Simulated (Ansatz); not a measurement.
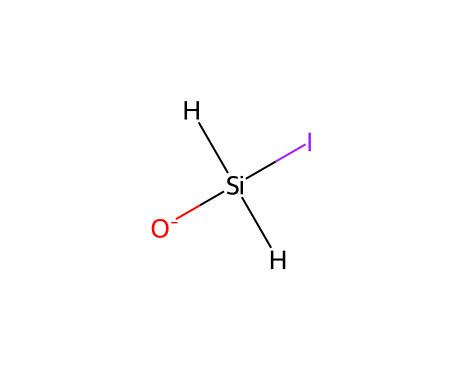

Source: calculation with Ansatz.

A structural formula. Charge −1, singlet.

> Write the SMILES.

[O-][SiH2]I

> Give the formula, hydrogens included.

H2IOSi, charge -1.

> An optimisation with PBE0-D4/def2-TZVPD gave a structure of which point group?

Cs.
